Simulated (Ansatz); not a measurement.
# Calculations on SiH₄ClF

Part 1: Relaxation

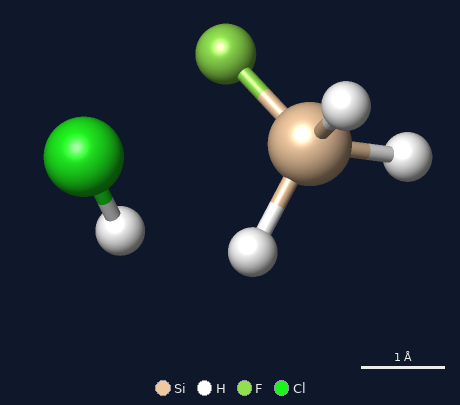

Starting structure of SiH$_{4}$ClF. Style: ball-and-stick. Shown at a tilt.

The run prepares an end point of a later path (reaction) calculation, from a guessed geometry.

Theory: Ansatz 0.2.0, RKS PBE-D4/def2-SVP.

Input
```yaml
crystal:
  periodic: [false, false, false]
  atoms:
    - { symbol: Si, position_ang: [0.216937, 0.027814, -0.064858] }
    - { symbol: H, position_ang: [0.17045, 0.039466, 1.4125] }
    - { symbol: H, position_ang: [1.655363, -0.022077, -0.492884] }
    - { symbol: H, position_ang: [-0.458057, 1.244367, -0.615285] }
    - { symbol: F, position_ang: [-0.507588, -1.333123, -0.608454] }
    - { symbol: Cl, position_ang: [-2.79134, 0.100064, 1.375409] }
    - { symbol: H, position_ang: [-1.605665, -0.162511, 1.939472] }
basis:
  gaussian: { orbitals: def2-SVP }
hamiltonian:
  xc: pbe
  dispersion: d4
relax:
  f_tol: 0.03
  max_steps: 50
```

Run as
```bash
ansatz run input.yaml --threads 1 --pin off --max-ram 2048MiB --backend cpu --events-out ev --progress --plain --runs-dir out
```

### What does the optimiser find from here?

The energy falls by 0.236 eV in 15 accepted moves (16 points after the start). Largest force component: 0.95 eV/Å at the start, 0.0093 eV/Å at the end. The line search rejected the trial step at point 7 of the run. The atom that moves furthest after the best rigid fit is H7 (1.21 Å). Largest moves by element: H 1.21 Å, F 0.63 Å, Cl 0.41 Å, Si 0.22 Å. Among the contacts that change: Cl6–H7 1.339 → 1.306 Å, Si1–F5 1.635 → 1.660 Å, Si1–H2 1.478 → 1.497 Å. Bond angles that change, for instance: H4–Si1–F5 110.8° → 108.3°, H2–Si1–H3 108.4° → 110.8°. The run took 31 s on 1 thread of Arm Neoverse V1, with other jobs on the host, peak memory 0.13 GiB.

The structure at the end:

```xyz
7

Si    0.3672    0.1492    0.0335
H     0.7117    0.4172    1.4654
H     1.5909   -0.2252   -0.7471
H    -0.3321    1.3115   -0.6006
F    -0.6483   -1.1628   -0.0189
Cl   -2.8299    0.1279    1.7801
H    -2.1795   -0.7238    1.0335
```

The end point in the same view:

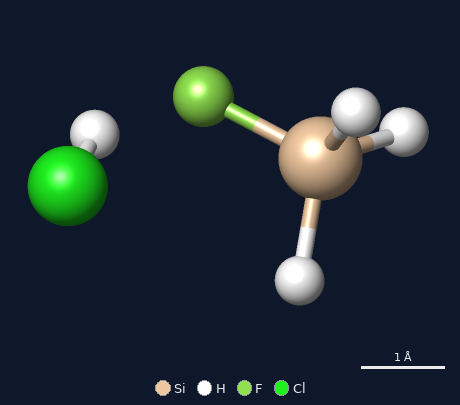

Part 2: Relaxation

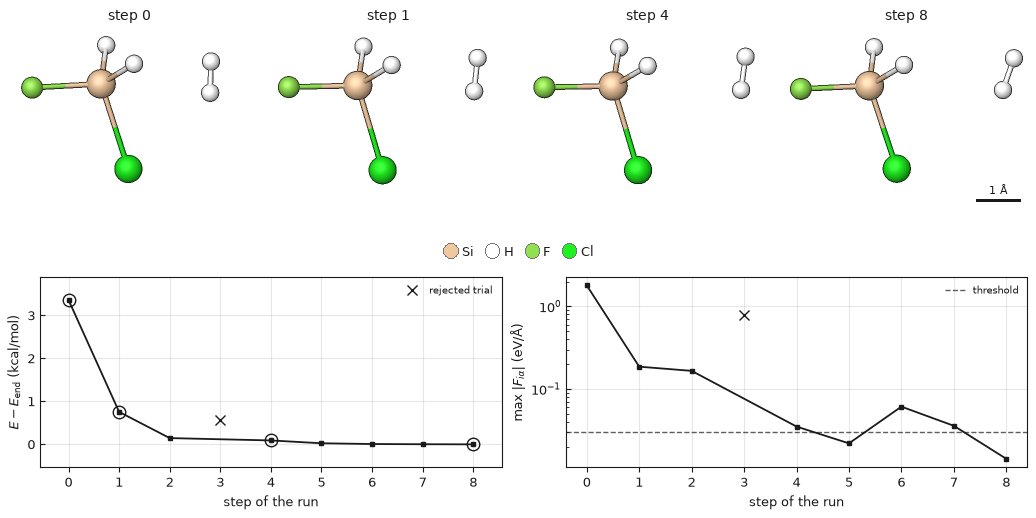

Frames of a relaxation of SiH₄ClF, marked on the history of the run. Style: ball-and-stick. Shown at a tilt.

The run prepares an end point of a later path (reaction) calculation, from a guessed geometry.

All numbers below come from RKS PBE-D4/def2-SVP in Ansatz.

Input file:
```yaml
crystal:
  periodic: [false, false, false]
  atoms:
    - { symbol: Si, position_ang: [-0.486928, -0.236261, -0.288318] }
    - { symbol: H, position_ang: [0.221065, 0.764172, 2.080544] }
    - { symbol: H, position_ang: [0.658106, -0.953275, 0.346108] }
    - { symbol: H, position_ang: [-0.309965, 1.240951, -0.421715] }
    - { symbol: F, position_ang: [-0.691188, -0.855075, -1.785199] }
    - { symbol: Cl, position_ang: [-2.252104, -0.628204, 0.798449] }
    - { symbol: H, position_ang: [-0.458886, 0.561692, 2.216031] }
basis:
  gaussian: { orbitals: def2-SVP }
hamiltonian:
  xc: pbe
  dispersion: d4
relax:
  f_tol: 0.03
  max_steps: 50
```

Command:
```bash
ansatz run input.yaml --threads 1 --pin off --max-ram 2048MiB --backend cpu --events-out ev --progress --plain --runs-dir out
```

What happens along the run?

Answer. After 7 accepted moves (8 points after the start) the energy has fallen by 3.36 kcal/mol. Largest force component: 1.8 eV/Å at the start, 0.014 eV/Å at the end. The line search rejected the trial step at point 3 of the run. The forces were under the threshold at step 5, but the run went on from there. H2 moves most after the best rigid fit: 0.61 Å. Largest moves by element: H 0.61 Å, Si 0.21 Å, F 0.21 Å, Cl 0.20 Å. Some distances before and after: H2–H7 0.722 → 0.769 Å, Si1–Cl6 2.110 → 2.068 Å. The run took 17 s on 1 thread of Arm Neoverse V1, with other jobs on the host, peak memory 0.13 GiB. From step 0 to 1: H2 moves most (0.19 Å), energy −2.61 kcal/mol. From step 1 to 4: H2 moves most (0.21 Å), energy −0.66 kcal/mol. From step 4 to 8: H2 moves most (0.22 Å), energy −0.09 kcal/mol.

Limits of the set-up: the start holds two separate molecules, 2.5 Å apart at their closest, whose relative position is a soft coordinate.

Part 3: Path

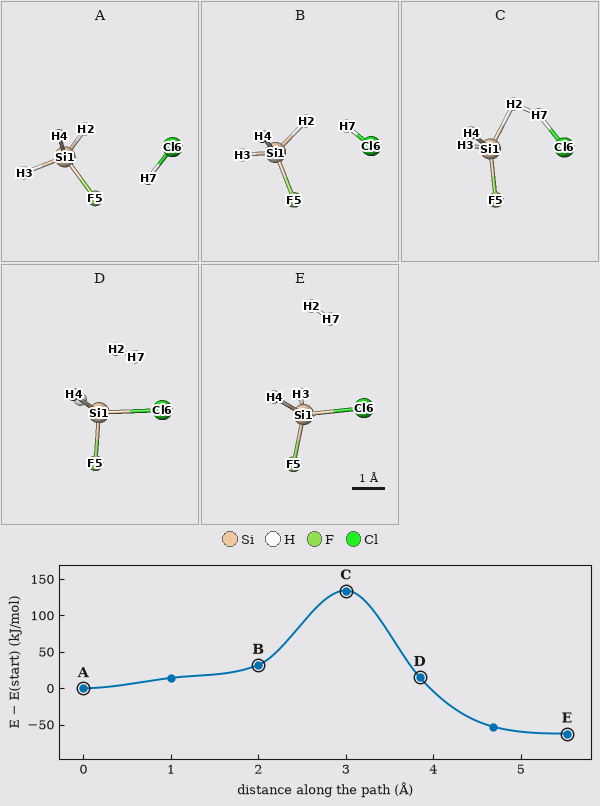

NEB run on SiH$_{4}$ClF. Images are numbered from 0 (start) to 6 (end). Frames A to E are images 0, 2, 3, 4, 6. A ball-and-stick model, seen at a tilt.

Level of theory: Ansatz, RKS PBE-D4/def2-SVP.

Input file:
```yaml
crystal:
  periodic: [false, false, false]
  atoms:
    - { symbol: Si, position_ang: [0.355212, 0.142494, 0.005819] }
    - { symbol: H, position_ang: [0.709054, 0.5534, 1.401152] }
    - { symbol: H, position_ang: [1.581157, -0.258827, -0.757726] }
    - { symbol: H, position_ang: [-0.394906, 1.215815, -0.720212] }
    - { symbol: F, position_ang: [-0.611866, -1.20388, 0.091255] }
    - { symbol: Cl, position_ang: [-2.814841, 0.169237, 1.800922] }
    - { symbol: H, position_ang: [-2.14371, -0.724239, 1.124688] }
basis:
  gaussian: { orbitals: def2-SVP }
hamiltonian:
  xc: pbe
  dispersion: d4
neb:
  order_check: false
  images: 5
  f_tol: 0.05
  max_iterations: 60
  final_atoms:
    - { symbol: Si, position_ang: [-0.54100342, -0.40593195, -0.43701502] }
    - { symbol: H, position_ang: [0.29757011, 1.28929958, 2.48789279] }
    - { symbol: H, position_ang: [0.69737899, -0.95471699, 0.19350576] }
    - { symbol: H, position_ang: [-0.50823808, 1.07289197, -0.64813771] }
    - { symbol: F, position_ang: [-0.73884104, -1.12552162, -1.88753992] }
    - { symbol: Cl, position_ang: [-2.1638739, -0.87670245, 0.75570415] }
    - { symbol: H, position_ang: [-0.36289265, 0.89468147, 2.48148795] }
  initial_path:
    images:
      - { positions_ang: [[0.355212, 0.142494, 0.005819], [0.709054, 0.5534, 1.401152], [1.581157, -0.258827, -0.757726], [-0.394906, 1.215815, -0.720212], [-0.611866, -1.20388, 0.091255], [-2.814841, 0.169237, 1.800922], [-2.14371, -0.724239, 1.124688]] }
      - { positions_ang: [[0.23041223, 0.08030273, -0.00278368], [0.49283529, 0.42230545, 1.52633268], [1.49903703, -0.20214638, -0.69337982], [-0.5107114, 1.17046436, -0.68197058], [-0.66607665, -1.26872539, -0.06117467], [-2.63959067, 0.12128021, 1.48212934], [-1.72580581, -0.42948098, 1.37674473]] }
      - { positions_ang: [[0.10561245, 0.01811145, -0.01138636], [0.27661657, 0.29121091, 1.65151336], [1.41691705, -0.14546577, -0.62903364], [-0.62651681, 1.12511372, -0.64372916], [-0.72028731, -1.33357078, -0.21360434], [-2.46434034, 0.07332341, 1.16333667], [-1.30790162, -0.13472296, 1.62880147]] }
      - { positions_ang: [[-0.01918732, -0.04407982, -0.01998904], [0.06039786, 0.16011636, 1.77669405], [1.33479708, -0.08878515, -0.56468745], [-0.74232221, 1.07976309, -0.60548774], [-0.77449796, -1.39841617, -0.36603402], [-2.28909001, 0.02536662, 0.84454401], [-0.88999743, 0.16003507, 1.8808582]] }
      - { positions_ang: [[-0.19312602, -0.1646972, -0.1589977], [0.13945527, 0.53651077, 2.01376029], [1.12232438, -0.3774291, -0.31195638], [-0.66429417, 1.07747271, -0.6197044], [-0.76261232, -1.30745132, -0.87320265], [-2.24735131, -0.27532307, 0.81493072], [-0.71429583, 0.4049172, 2.08106812]] }
      - { positions_ang: [[-0.36706472, -0.28531458, -0.29800636], [0.21851269, 0.91290518, 2.25082654], [0.90985168, -0.66607305, -0.05922531], [-0.58626612, 1.07518234, -0.63392105], [-0.75072668, -1.21648647, -1.38037128], [-2.20561261, -0.57601276, 0.78531743], [-0.53859424, 0.64979934, 2.28127804]] }
      - { positions_ang: [[-0.54100342, -0.40593195, -0.43701502], [0.29757011, 1.28929958, 2.48789279], [0.69737899, -0.95471699, 0.19350576], [-0.50823808, 1.07289197, -0.64813771], [-0.73884104, -1.12552162, -1.88753992], [-2.1638739, -0.87670245, 0.75570415], [-0.36289265, 0.89468147, 2.48148795]] }
```

Launched with:
```bash
ansatz run input.yaml --threads 1 --pin off --max-ram 2048MiB --backend cpu --events-out ev --progress --plain --runs-dir out
```

### What happens along the path, and what is the barrier?

Breaking: Cl6–H7 (1.31 → 1.57 at the top → 3.06 Å), Si1–H2 (1.50 → 1.69 at the top → 3.48 Å). Forming: H2–H7 (3.14 → 1.02 at the top → 0.77 Å), Si1–Cl6 (3.64 → 2.52 at the top → 2.07 Å). The highest point, image 3, lies 134.3 kJ/mol above the start and 196.6 kJ/mol above the end; the end is at −62.3 kJ/mol relative to the start. The band is converged. At the top, the vibrational analysis gives one imaginary mode (825i cm⁻¹), as a transition state must have.

The run took 2.1 min on 1 thread of Arm Neoverse V1, on a shared host, peak memory 0.12 GiB.
